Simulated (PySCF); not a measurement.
C₃H₁₁NO₂Si (charge +1, doublet)

```csv
atom,x (Å),y (Å),z (Å)
C,1.9288,-1.1259,0.1879
C,1.0634,-0.1672,-0.6340
C,1.3350,1.2960,-0.3667
O,-0.2727,-0.5126,-0.5520
Si,-1.5150,-0.2394,0.4400
N,-2.9138,-0.1735,-0.5634
O,-1.2882,1.0457,1.3674
H,2.9817,-0.9399,0.0025
H,1.7021,-2.1607,-0.0547
H,1.7103,-0.9619,1.2427
H,1.3265,-0.3741,-1.6941
H,2.3942,1.5126,-0.4664
H,0.7730,1.9284,-1.0512
H,1.0108,1.5473,0.6442
H,-1.5454,-1.4635,1.2613
H,-3.8399,-0.1203,-0.1694
H,-2.9293,-0.6499,-1.4527
H,-1.9301,1.5651,1.8472
```

Geometry: GFN2-xTB.

Level of theory: UKS B3LYP, pcH-1 on C H N O Si, non-relativistic, mean-field spin-orbit, GIAO (PySCF).

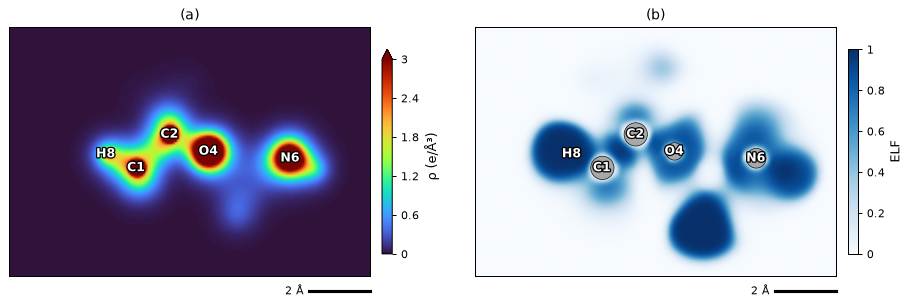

Figure 1. (a) total electron density; (b) electron localisation function on the plane of atoms C2, C1 and H8. Grey discs cover the atomic cores in the ELF map.

Question: What do the fields say about this system?

Answer:
- Atoms in the plane: C, O, N and H.
- C–O (1.38 Å): the density is about 2.1 e/Å³ at the midpoint, with its minimum of 1.7 e/Å³ about 0.5 Å from C; the ELF peaks at about 0.90 between the atoms; a shared but strongly polarised pair.
- C–C (1.53 Å): the density is about 1.6 e/Å³ at the midpoint; the ELF peaks at about 0.95 between the atoms; localised, covalent bonding.
- C–H (1.09 Å): the density is about 2 e/Å³ at the midpoint; the ELF climbs to about 1 towards the hydrogen, as it does in any bond to H (an ordinary covalent bond to hydrogen).
- The ELF also peaks beside O4 and N6, away from the bonds: non-bonding electrons, paired or unpaired.

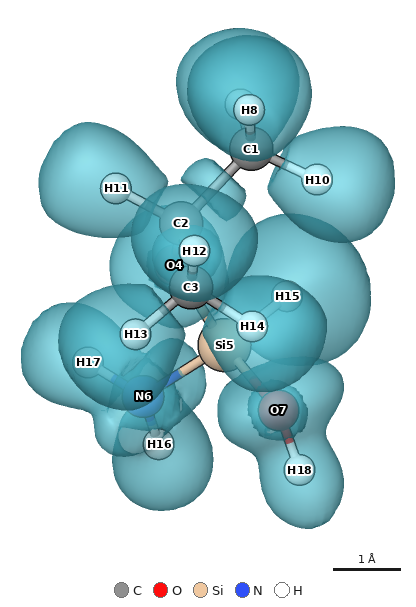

Figure 2. Isosurface of the ELF at 0.75 (cyan), seen at an oblique angle. Only the valence region is drawn (cores and ρ < 0.01 e/Å³ removed).

Question: Identify the bonds, lone pairs and shells in this picture.

Answer: The surface consists of two regions between bonded C–C atoms (shared pairs), eight regions around hydrogen nuclei, one region on O in which the atom's valence shell and bonds are merged, one joined region spread over several atoms (H, N), in which their bonds and any lone pairs are merged and one joined region spread over several atoms (H, O), in which their bonds and any lone pairs are merged. Along the contacts the grid gives the following. C–C (1.51 Å): the ELF peaks at about 0.95 between the atoms; localised, covalent bonding.
